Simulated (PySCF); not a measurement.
SnCl (charge +1)

| atom | x (Å) | y (Å) | z (Å) |
| --- | --- | --- | --- |
| Sn | 0.0000 | 0.0000 | -0.5121 |
| Cl | 0.0000 | 0.0000 | 1.7559 |

Core potentials replace the inner electrons of Sn.

The calculation used PBE0/def2-TZVPPD, non-relativistic Hamiltonian with scalar-relativistic core potentials where named, at a bond length of 2.268 Å (PySCF).

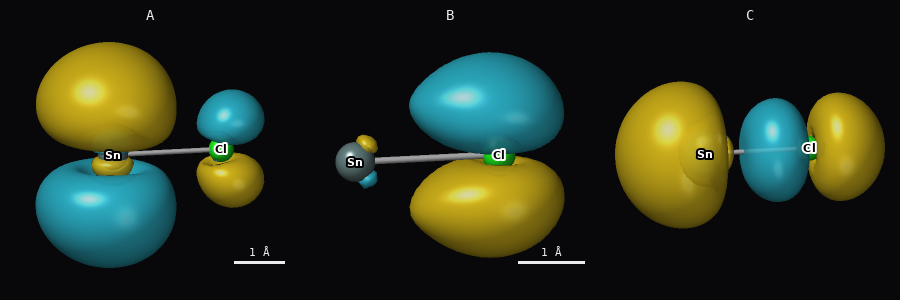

Figure 1. Three frontier orbitals, each drawn at the value that holds 80 % of its norm (yellow and cyan are the two phases), in no order; of a degenerate pair one member is drawn.

Name the orbitals and rank them from lowest to highest energy.

Orbital B: π, occupied, −15.23 eV; mainly on Cl (85 %).
Orbital C: σ, occupied, −15.10 eV; shared between the atoms (Sn 50 %, Cl 50 %).
Orbital A: π, empty, −9.03 eV; mainly on Sn (90 %).

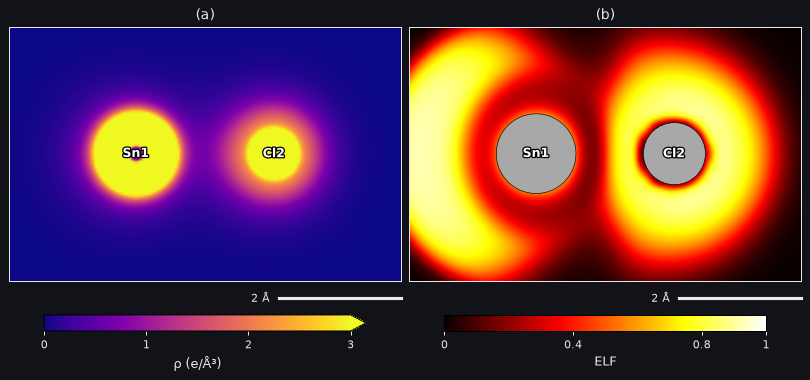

Figure 2. (a) electron density; (b) ELF on a plane that holds the molecular axis. Grey discs cover the atomic cores in the ELF map.

Interpret the plot.

Atoms in the plane: Sn and Cl.
Sn–Cl (2.27 Å): ρ is about 0.69 e/Å³ halfway; the ELF peaks at about 0.80 in the valence shell of Cl, 0.8 Å from its nucleus, and drops to about 0.20 between the two atoms.
The ELF also peaks beside Cl2, away from the bonds: lone-pair regions.

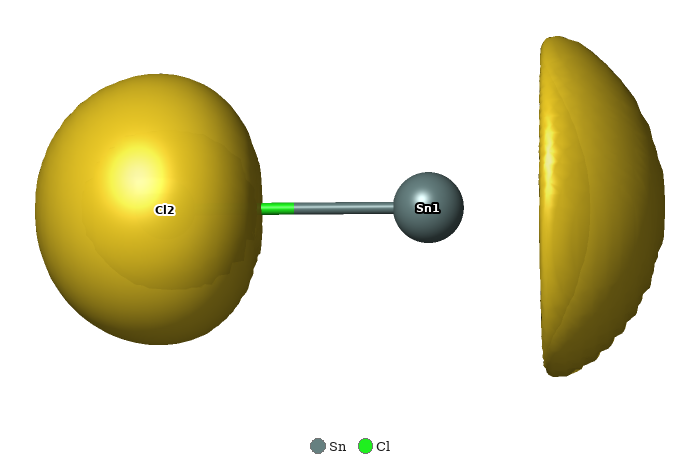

Figure 3. Isosurface of the ELF at 0.8 (yellow), seen from one side. Only the valence region is drawn (cores and ρ < 0.01 e/Å³ removed).

Where are the electrons localised?

The surface consists of one lobe on Sn, pointing away from the bonds (lone pairs) and one region wrapped around Cl (its valence shell).
